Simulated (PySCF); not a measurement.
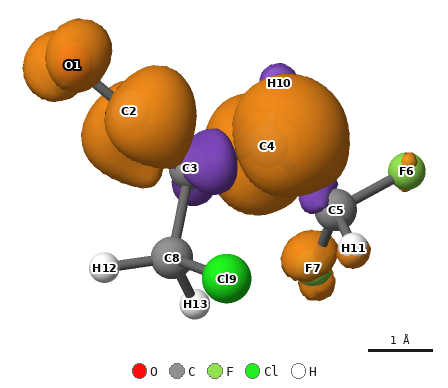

C$_{5}$H$_{4}$ClF$_{2}$O (doublet). Isosurfaces of the spin density at +0.02 (orange) and −0.02 e/Å³ (purple), seen at a tilt.

Geometry: GFN2-xTB.

Theory: PySCF, UKS B3LYP, pcH-1 on C Cl F H O, non-relativistic, mean-field spin-orbit, GIAO.

```xyz
13

O    -1.8645    2.7655    0.1928
C    -1.2259    1.7985    0.1294
C    -0.5206    0.6731   -0.0090
C     0.8305    0.5790    0.3439
C     1.5940   -0.6842    0.2160
F     2.8226   -0.5532    0.7604
F     1.8084   -1.0275   -1.1032
C    -1.2909   -0.5160   -0.5261
Cl   -1.7304   -1.6072    0.8331
H     1.3720    1.4429    0.6846
H     1.1077   -1.5598    0.6811
H    -2.2237   -0.2159   -1.0008
H    -0.6836   -1.0946   -1.2199
```

**Describe the spin distribution.**

The unpaired spin (1 electron) lies mostly on C4 (about 0.5), C2 (about 0.2) and O1 (about 0.1), in electrons by Hirshfeld's partition.
